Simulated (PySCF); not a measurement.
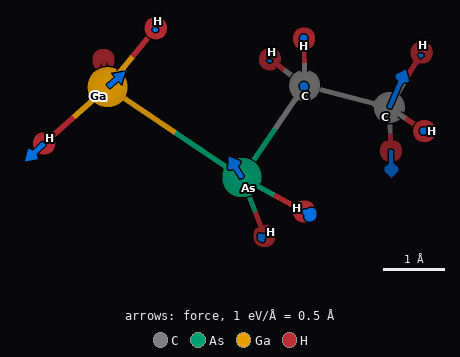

Starting geometry of C$_{2}$H$_{10}$AsGa with the computed forces as blue arrows. The picture is a ball-and-stick view, seen at a tilt.

The start comes from GFN2-xTB. Its atoms were then displaced at random by about 0.01 Å.

These are results of PBE0-D3(BJ)/def2-SVP geometry optimisation, gas phase in PySCF, not measurements. 

Question: Is this structure relaxed? If not, where do the atoms go?

Answer: It isn't relaxed: the largest force vector, on a C atom, is 1.85 eV/Å. The final displacements have little in common with the starting forces (cosine between the two patterns 0.09). An H atom moves most after the best rigid fit: 0.55 Å. Largest moves by element: H 0.55 Å, As 0.42 Å, C 0.29 Å, Ga 0.23 Å. Among the contacts that change: As–Ga 2.710 → 2.593 Å, Ga–H 1.506 → 1.577 Å, As–H 1.474 → 1.514 Å, C–H 1.064 → 1.101 Å. Among the angles between lasting bonds that change: C–As–Ga 93.3° → 117.0°, Ga–As–H 133.6° → 119.3°, Ga–As–H 132.0° → 119.1°. After 8 geometry steps the energy has fallen by 5.78 kcal/mol.
